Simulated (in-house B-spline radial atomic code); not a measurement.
# Yb²⁺: ionisation energy by several methods

Wanted: one ionisation energy, Yb²⁺ to configuration [Xe] 4f13, up the ladder of functionals.

Program: in-house B-spline radial atomic code version 1. Level of theory: scalar-relativistic (X2C), several functionals, spin-polarised; spherical all-electron atom at the radial basis limit. These are calculated values, not measurements, unless marked.

**1. What is computed**

| Property | Result |
| --- | --- |
| element | ytterbium (Z = 70) |
| charge | +2 |
| electrons | 68 |
| configuration | [Xe] 4f14 |
| nucleus | Fermi, rms radius 5.311 fm |

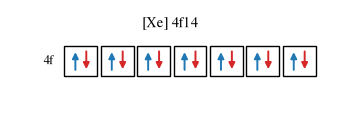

Outer shells as boxes.

Where spins are not typed, each open shell is filled with up spins first.

**2. LDA (VWN5)**

Settings, as recorded:

```ini
Z = 70
electrons = 68.0
configuration = [Xe] 4f14
hamiltonian = x2c
method = lda,vwn
spin_polarised = True
nucleus = fermi
rms_radius = 5.3108
mass_number = 174
atomic_mass = 173.938867545
speed_of_light = 137.035999084
```

**3. BP86, a GGA**

Changes to the settings of step 2:

```diff
@@ -4,3 +4,3 @@
 hamiltonian = x2c
-method = lda,vwn
+method = b88,p86
 spin_polarised = True
```

**4. PBE, a GGA**

Changes to the settings of step 3:

```diff
@@ -4,3 +4,3 @@
 hamiltonian = x2c
-method = b88,p86
+method = pbe,pbe
 spin_polarised = True
```

**5. OLYP, a GGA**

Changes to the settings of step 4:

```diff
@@ -4,3 +4,3 @@
 hamiltonian = x2c
-method = pbe,pbe
+method = optx,lyp
 spin_polarised = True
```

**6. LDA (PW92)**

Changes to the settings of step 5:

```diff
@@ -4,3 +4,3 @@
 hamiltonian = x2c
-method = optx,lyp
+method = lda,pw
 spin_polarised = True
```

**7. AM05, a GGA**

Changes to the settings of step 6:

```diff
@@ -4,3 +4,3 @@
 hamiltonian = x2c
-method = lda,pw
+method = am05
 spin_polarised = True
```

Before running: The tabulated ionisation energy is 25.053 ± 0.025 eV (semi-empirical; NIST Atomic Spectra Database). What does each method give, and which comes nearest?

As calculated:

| method | rung | total energy (hartree) | ΔSCF (eV) | −ε highest (eV) | ΔSCF less tabulated (eV) |
| --- | --- | --- | --- | --- | --- |
| LDA (VWN5) | LDA | -14049.7702 | 26.694 | 17.960 (4f up) | +1.641 |
| LDA (PW92) | LDA | -14049.7406 | 26.687 | 17.954 (4f up) | +1.634 |
| BP86 | GGA | -14061.0054 | 26.427 | 17.702 (4f up) | +1.374 |
| PBE | GGA | -14059.1405 | 26.332 | 17.627 (4f up) | +1.279 |
| OLYP | GGA | -14064.1611 | 26.683 | 17.906 (4f up) | +1.630 |
| AM05 | GGA | -14050.2467 | 26.411 | 17.673 (4f up) | +1.358 |

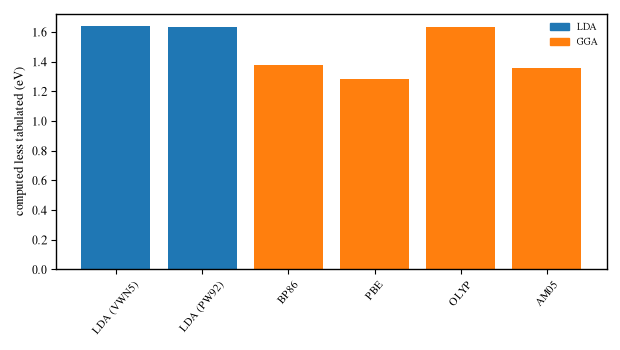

Error of each method against the tabulated value; one colour a rung.

**Reading.** Against the tabulated ionisation energy, 25.053 ± 0.025 eV (semi-empirical; NIST Atomic Spectra Database), the best here is PBE (+1.279 eV) and the worst LDA (VWN5) (+1.641 eV, or 6.6 %). All methods miss on the same side by much the same amount, which points to something that they share. Relativistic terms that these runs lack can be as large as the gaps between close methods, so the nearest may be so by luck. Spin-orbit coupling is left out. Open shells are averaged (over orientations, and over spins where the run is restricted), while tables refer to the lowest levels. For the semilocal functionals minus the highest level recovers only 67 % of their own ΔSCF value, a mark of self-interaction.
